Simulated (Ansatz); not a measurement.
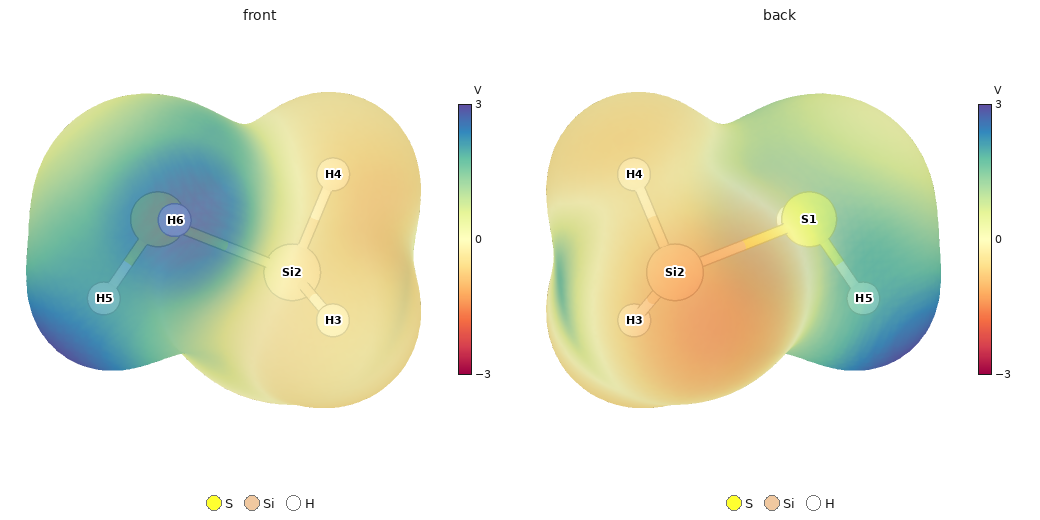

Figure. H$_{4}$SSi (SMILES [SiH2-][SH2+]). The electrostatic potential painted on the density surface at 0.004 e/bohr³, seen from the front and from behind; the colour scale runs from red (negative) to blue (positive).

Geometry: PBE0-D4/def2-TZVP.

The calculation used Ansatz 0.2.0, isolated molecule in a Gaussian basis; Kohn-Sham density functional theory, functional PBE0.

Input file:

```
crystal:
  periodic: [false, false, false]
  atoms:
    - {symbol: S, position_ang: [-1.495549, -2.023183, -1.241180]}
    - {symbol: Si, position_ang: [-1.046827, -1.599580, -3.512125]}
    - {symbol: H, position_ang: [0.363365, -1.136180, -3.180245]}
    - {symbol: H, position_ang: [-1.689282, -0.246731, -3.237644]}
    - {symbol: H, position_ang: [-0.879627, -3.201200, -1.040637]}
    - {symbol: H, position_ang: [-0.632850, -1.365246, -0.437477]}
basis:
  gaussian: {orbitals: def2-TZVPD}
hamiltonian: {xc: pbe0}
output: {forces: true, orbitals: {seedname: orbitals}}
```

Command:

```sh
ansatz run input.yaml --threads 2 --pin off --max-ram 4350MiB --events-out events.jsonl --progress --plain --runs-dir runs
```

**Which sites attract a positive test charge, and which a negative one?**

A positive charge is drawn to the negative regions and a negative charge to the positive ones. The most negative region (about −1.4 V) lies over H4, the most positive (about +2.9 V) over H5.
